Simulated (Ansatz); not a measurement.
**H2O (water) at B2PLYP/3-21G**

Aim: the electronic atomisation energy of H2O (water) at B2PLYP/3-21G, from 3 runs. 

The calculation is run with Ansatz 0.2.0.

67 further runs of the same task are left out: 1 that didn't finish, 66 set aside as unsound or not needed.

### Step 1. The system as given

H2O has 3 atoms, charge 0, and is taken as a singlet. As SMILES, `O`. The coordinates come from a PBE0-D4/def2-TZVP relaxation.

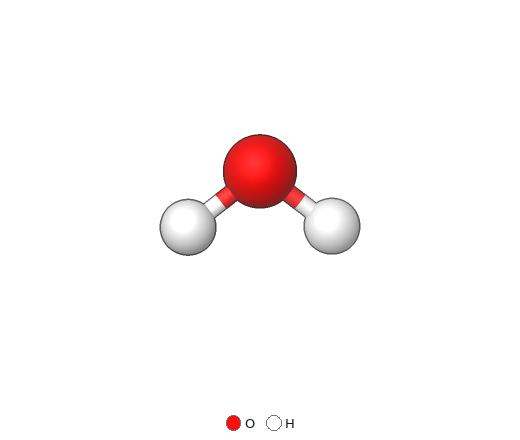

The structure, seen from a chosen angle (oxygen red, hydrogen white).

### Step 2. A single-point energy at B2PLYP/3-21G

Input file input.yaml:

```yaml
basis:
  gaussian:
    orbitals: 3-21G.json
crystal:
  periodic: [false, false, false]
  atoms:
    - {symbol: O, position_ang: [-0.302700, 0.200200, -0.140600]}
    - {symbol: H, position_ang: [0.466500, 0.548400, 0.315300]}
    - {symbol: H, position_ang: [-0.163800, -0.748600, -0.174700]}
correlation:
  frozen_orbitals: {H: 0, O: 1}
hamiltonian:
  xc: {name: B2PLYP}
accuracy: high
```

The basis set 3-21G is read from a file made from the Basis Set Exchange's data (not shown).

The run is started by

```
$ ansatz run input.yaml --threads 1 --pin off --max-ram 2610MiB --events-out events.jsonl --progress --plain --runs-dir runs
```

The program printed:

```text
Warning: RAYON_NUM_THREADS=1 ignored (pool sized by the plan → 1); use --threads N
Functional definition: B2PLYP
  name "B2PLYP"
  parameter a = 0.53
  parameter c = 0.27
  exchange = (1 - a)*b88_x + a*exact_x
  correlation = (1 - c)*lyp_c + c*(mp2_os + mp2_ss)
190 factors; integrals over basis functions are off by at most 5.7e-9 eV
mean field evaluation 1: about -2061.7642 eV, gradient 3.5e1 eV
mean field evaluation 2: about -2061.7599 eV, gradient 3.5e1 eV
mean field evaluation 4: about -2063.7739 eV, gradient 4.9e-1 eV
mean field evaluation 8: about -2063.7732 eV, gradient 5.4e-3 eV
mean field evaluation 16: about -2063.7732 eV, gradient 7.5e-8 eV
mean field -2063.77320986 eV, -75.8422665865 hartree, gradient 4.2e-9 eV, S^2 0.000000; 0 other end points of the search recorded, 0 dependent functions left out
1 core orbitals not correlated: weight in the atoms' cores, before any rotation towards them, 1.000 or more for the frozen orbitals, at most 0.000 for the correlated occupied ones
reference -2063.77321977 eV, -75.8422669508 hartree; 4, 4 occupied and 8, 8 virtual orbitals, 190 factors
second order -3.96560539 eV of doubles, -0.00000000 eV of singles
Total energy: -2064.84393322 eV, -75.8816149445 hartree
```

Wall time 0.74 s (1 thread of Arm Neoverse N1, shared host).

### Step 3. The H atom at the same level

Input file run.yaml:

```yaml
crystal:
  periodic: [false, false, false]
  atoms:
    - {symbol: H, position_ang: [0.000000, 0.000000, 0.000000]}
basis:
  gaussian:
    orbitals: 3-21G.json
magnetization:
  spin_polarized: true
  initial_magnetization: 1
hamiltonian:
  xc: {name: B2PLYP}
correlation:
  frozen_orbitals: {H: 0}
accuracy: high
```

The basis set 3-21G is read from a file made from the Basis Set Exchange's data (not shown).

Run the same way, it converges to -0.49431 Eh (log not shown).

### Step 4. The O atom at the same level

Input file in.yaml:

```yaml
crystal:
  periodic: [false, false, false]
  atoms:
    - {symbol: O, position_ang: [0.000000, 0.000000, 0.000000]}
basis:
  gaussian: {orbitals: 3-21G.json}
magnetization: {spin_polarized: true, initial_magnetization: 2}
hamiltonian: {xc: {name: B2PLYP}}
correlation: {frozen_orbitals: {O: 1}}
accuracy: high
```

The basis set 3-21G is read from a file made from the Basis Set Exchange's data (not shown).

Run the same way, it converges to -74.59295 Eh (log not shown).

### Step 5. Results

At B2PLYP/3-21G, 1 core orbital frozen:

```
                     quantity         value
       molecule: total energy  -75.88161 Eh
         H atom: total energy   -0.49431 Eh
                 H atom: ⟨S²⟩         0.750
         O atom: total energy  -74.59295 Eh
                 O atom: ⟨S²⟩         2.001
electronic atomisation energy      8.165 eV
```

In words: Taking the molecule apart into free atoms costs 8.16 eV (788 kJ/mol), before zero-point energy and without spin-orbit coupling. The basis has no polarisation functions, which makes bonds too weak.
